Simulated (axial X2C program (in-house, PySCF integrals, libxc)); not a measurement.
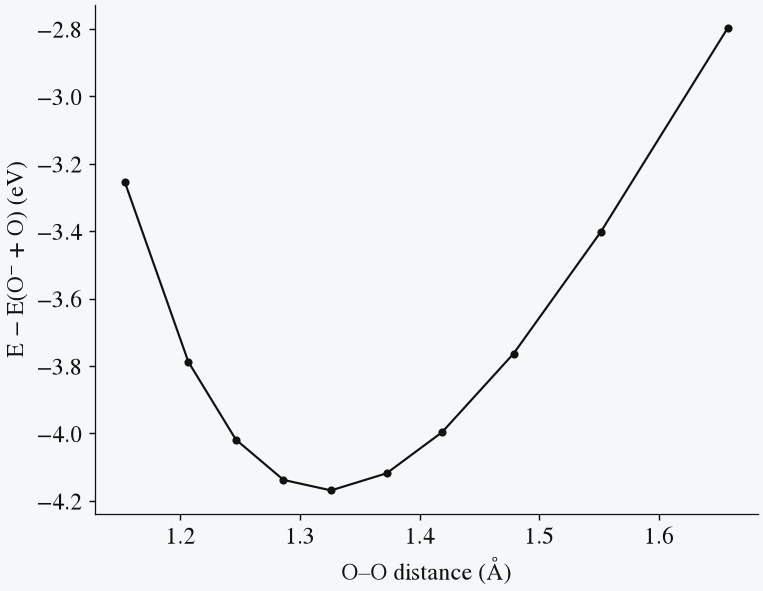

Fig. 1: Energy at 10 bond lengths, for one set of occupations held fixed; the line joins the points. A polynomial of degree 6 through 9 points gives rₑ = 1.322 Å, ωₑ = 1235 cm⁻¹, ωₑxₑ = 7.4 cm⁻¹ and Bₑ = 1.206 cm⁻¹. The minimum lies 4.17 eV below O⁻ + O, each computed as one determinant at the same level.

**O₂⁻: relativistic diatomic calculation**

O₂⁻, single determinant with Ω = 3/2. Computed at this level: PBE0, two-component X2C with atomic mean-field Coulomb and Gaunt terms, O dyall-av3z (cores contracted) (axial X2C program (in-house, PySCF integrals, libxc)).

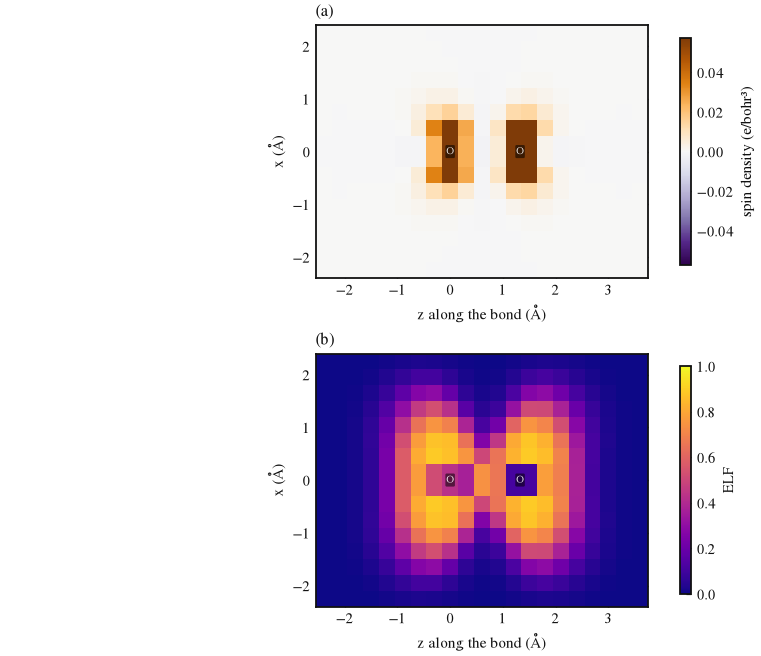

Fig. 2: (a) spin density; (b) electron localisation function, in a plane that holds the axis, at 1.33 Å, on points 0.3 Å apart (one half computed, the other mirrored); the structure near the nuclei is finer than these points.

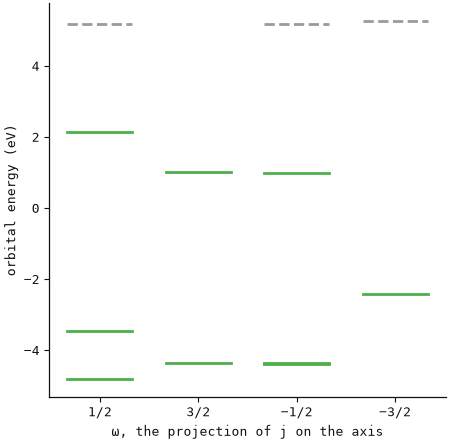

Fig. 3: Orbital energies near the frontier at 1.33 Å, filled (solid) and empty (dashed). The highest filled spinor (1/2; 41 % O p, 41 % O p) lies at 2.15 eV, the lowest empty one (−1/2; 48 % O p, 48 % O p) at 5.18 eV. A filled level above zero is held only by the finite basis .

Input and output of the run follow.

### The input
```
{"zs": [8, 8], "q": -1, "bas": ["dyall-av3z", "dyall-av3z"], "levels": ["PBE0", "HF", "B3LYP"], "cc": true, "r0": 1.14, "thr": -2.0, "nmax": 90, "npts": 10, "nst": 2, "ntry": 6}
```

The line is the task of a batch: nuclear charges, charge, bases, the levels to run, a first guess of the distance and further settings. This report covers PBE0 with spin-orbit coupling. The log is that of the reference distance 1.326 Å, started from orbitals converged before.

The run was one of a batch that the task file lists, launched with:
```bash
python <driver script> task.json out
```

### The program's output
```
two-component X2C + atomic mean field  PBE0
basis functions 108  fitting functions 566  grid points 4346
iter        total energy     max residual
   1       -150.346910379     6.99e-06
   2       -150.346910380     5.93e-06
converged
one-electron -263.23666093  Coulomb 104.47894591  exact exchange -4.12743034  xc functional -12.99408630  nuclear repulsion 25.54098152  atomic mean-field constant -0.00866024
```

### The points of the curve

```
R (Å)  E (hartree)  dipole (D; origin at the first atom, positive when the second is positive)  highest filled (eV)  lowest empty (eV)
1.154  −150.313314                                                                       −2.77                 3.32               5.08
1.207  −150.332904                                                                       −2.90                 2.96               5.13
1.246  −150.341376                                                                       −2.99                 2.69               5.15
1.286  −150.345768                                                                       −3.09                 2.41               5.17
1.326  −150.346910                                                                       −3.18                 2.15               5.18
1.372  −150.345047                                                                       −3.30                 1.85               5.00
1.419  −150.340562                                                                       −3.41                 1.56               4.74
1.478  −150.332005                                                                       −3.55                 1.22               4.41
1.551  −150.318737                                                                       −3.73                 0.84               4.03
1.657  −150.296514                                                                       −3.98                 0.36               3.53
```

### Summary

```
                 quantity                                                                 value
                  outcome                             converged; a filled level lies above zero
           bond length rₑ                                                               1.322 Å
                       ωₑ                                                             1235 cm⁻¹
    energy at the minimum                                                    −150.34692 hartree
depth below the fragments                                                               4.17 eV
                 hardware  1 thread of Arm Neoverse V1, 24 GiB of memory available, shared host
                wall time                                                                 1.8 s
```

### Remarks

The highest filled level (PBE0, up to 3.32 eV) lies above zero. That is common for anions, where the functional's self-interaction leaves the outer electrons unbound; only the finite basis holds them, so such levels depend on it.
